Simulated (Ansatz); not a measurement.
```yaml
crystal:
  lattice:
    - [10.78076, 0.00000, 0.00000]
    - [0.00000, 10.78076, 0.00000]
    - [0.00000, 0.00000, 5.12650]
  atoms:
    - { symbol: Sc, position: [0.89307, 0.39307, 0.00000] }
    - { symbol: Sc, position: [0.39307, 0.89307, 0.50000] }
    - { symbol: Sc, position: [0.10693, 0.60693, 0.00000] }
    - { symbol: Sc, position: [0.60693, 0.10693, 0.50000] }
    - { symbol: Sc, position: [0.10693, 0.39307, 0.50000] }
    - { symbol: Sc, position: [0.60693, 0.89307, 0.00000] }
    - { symbol: Sc, position: [0.39307, 0.10693, 0.00000] }
    - { symbol: Sc, position: [0.89307, 0.60693, 0.50000] }
    - { symbol: Sc, position: [0.40260, 0.29514, 0.50000] }
    - { symbol: Sc, position: [0.90260, 0.79514, 0.00000] }
    - { symbol: Sc, position: [0.20486, 0.09740, 0.50000] }
    - { symbol: Sc, position: [0.70486, 0.59740, 0.00000] }
    - { symbol: Sc, position: [0.09740, 0.20486, 0.00000] }
    - { symbol: Sc, position: [0.59740, 0.70486, 0.50000] }
    - { symbol: Sc, position: [0.29514, 0.40260, 0.00000] }
    - { symbol: Sc, position: [0.79514, 0.90260, 0.50000] }
    - { symbol: Sc, position: [0.20486, 0.90260, 0.00000] }
    - { symbol: Sc, position: [0.70486, 0.40260, 0.50000] }
    - { symbol: Sc, position: [0.40260, 0.70486, 0.00000] }
    - { symbol: Sc, position: [0.90260, 0.20486, 0.50000] }
    - { symbol: Sc, position: [0.79514, 0.09740, 0.00000] }
    - { symbol: Sc, position: [0.29514, 0.59740, 0.50000] }
    - { symbol: Sc, position: [0.59740, 0.29514, 0.00000] }
    - { symbol: Sc, position: [0.09740, 0.79514, 0.50000] }
    - { symbol: As, position: [0.00000, 0.00000, 0.25000] }
    - { symbol: As, position: [0.50000, 0.50000, 0.75000] }
    - { symbol: As, position: [0.00000, 0.00000, 0.75000] }
    - { symbol: As, position: [0.50000, 0.50000, 0.25000] }
```

Space group I4/mcm; a generated structure, not necessarily the stable one; changed on purpose from its base cell (volume × 0.91, shape and atoms relaxed); computed pressure about 6 GPa in this cell.

Theory: DFT PBE, scalar-relativistic, plane waves, PAW (Ansatz).

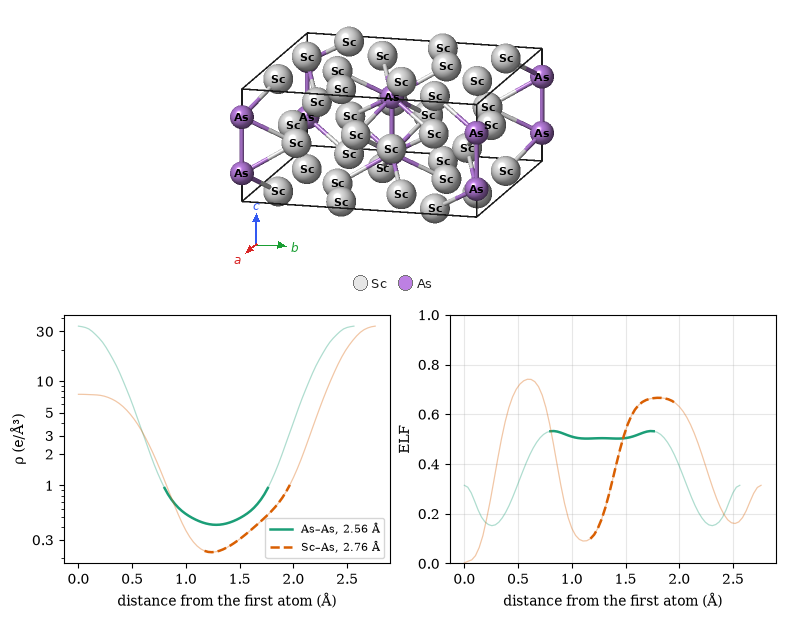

Sc6As. Valence electron density and electron localisation function along straight lines between neighbouring atoms. Thin, pale parts lie inside the atomic spheres. The structure is drawn too.

In a PAW calculation such maps are meaningful between the atoms, not at the nuclei.

**Compare the contacts.**

As–As (2.56 Å): the density is about 0.42 e/Å³ at the midpoint; the ELF is about 0.50 at the midpoint.
Sc–As (2.76 Å): ρ at the midpoint is about 0.25 e/Å³; the ELF is about 0.35 at the midpoint.
